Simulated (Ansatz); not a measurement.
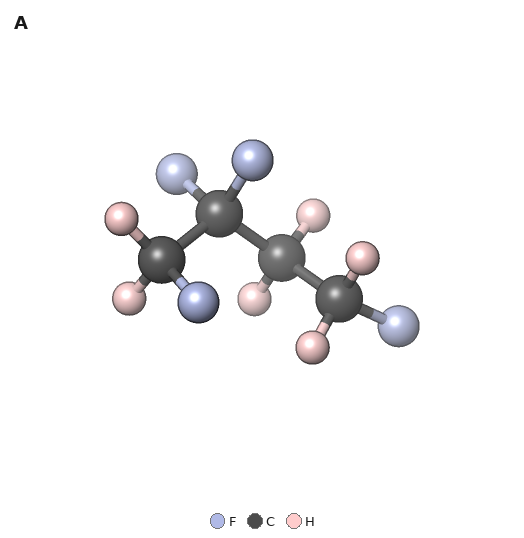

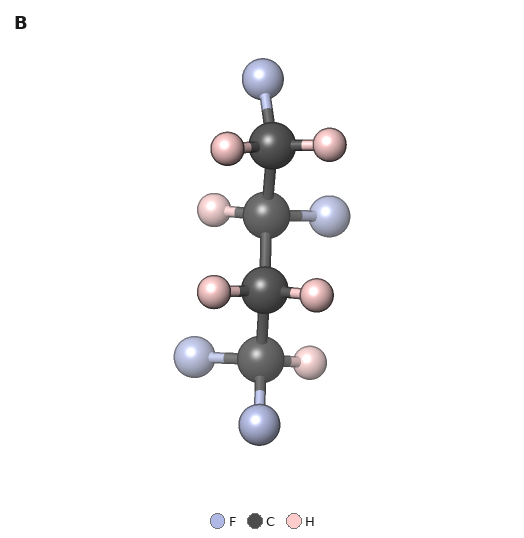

Depth is shown by fading: the farther an atom, the more it takes the colour of the background. The geometry was computed by an optimisation with PBE-D4/def2-SVP. No frequency run is at hand to confirm it as a minimum.

Question: Can A be turned into B by a rotation alone?

Answer: No. They are constitutional isomers of C4H6F4: A is FCCC(F)(F)CF, B is FC[C@@H](F)CC(F)F
